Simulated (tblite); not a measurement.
# C3H12O2Si3: the cost of one run

Programs: tblite 0.8.0 and PySCF 2.14.0, with density-fitted response routines of our own. Each step states its level of theory. These are calculated values for one molecule, in the gas phase or a continuum, unless marked as measured. Atoms count from 0, in the outputs and in this text.

## Step 1: Starting geometry

20 atoms, charge 0, multiplicity 1; geometry from: force field or distance geometry start.

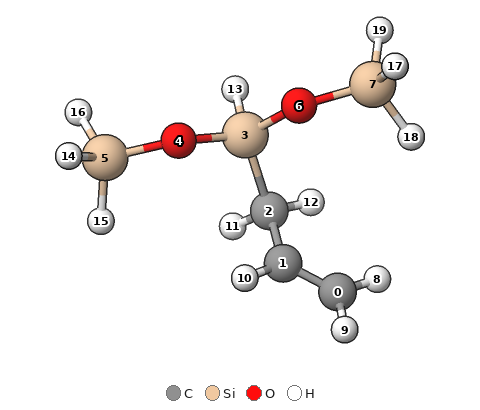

As it starts; carbon grey, silicon light orange, oxygen red, hydrogen white, atoms numbered.

## Step 2: Relaxing the molecule with GFN2-xTB

What the job is given:

```
{"job": {"kind": "relax", "xc": "GFN2-xTB", "basis": "xTB"}, "charge": 0, "multiplicity": 1}
C     -2.017300     2.159200    -0.030500
C     -0.751100     1.771700    -0.011700
C     -0.123400     0.826700    -1.005900
Si     0.578500    -0.764900    -0.299400
O      1.830900    -0.493600     0.765500
Si     3.341500     0.168300     0.735900
O     -0.567000    -1.691800     0.466300
Si    -2.013000    -2.401500     0.131700
H     -2.712500     1.812600    -0.790400
H     -2.415500     2.845900     0.724400
H     -0.099800     2.153100     0.780800
H      0.672100     1.359000    -1.522500
H     -0.871000     0.560200    -1.767900
H      1.118800    -1.568300    -1.424400
H      3.930800     0.129500     2.100900
H      3.251100     1.581500     0.303500
H      4.209100    -0.578100    -0.203500
H     -2.591600    -3.010900     1.357700
H     -2.956100    -1.386600    -0.406300
H     -1.819800    -3.461600    -0.888500
```

Launch:

```sh
$ OMP_NUM_THREADS=1 python probes_run.py task.json out
```

This one command runs all jobs of the session in turn.

Q: Estimate the wall time and peak memory of this first job on 1 thread of Intel Xeon Platinum 8488C, shared host.

About 2.8 s, with a peak of 0.19 GiB.
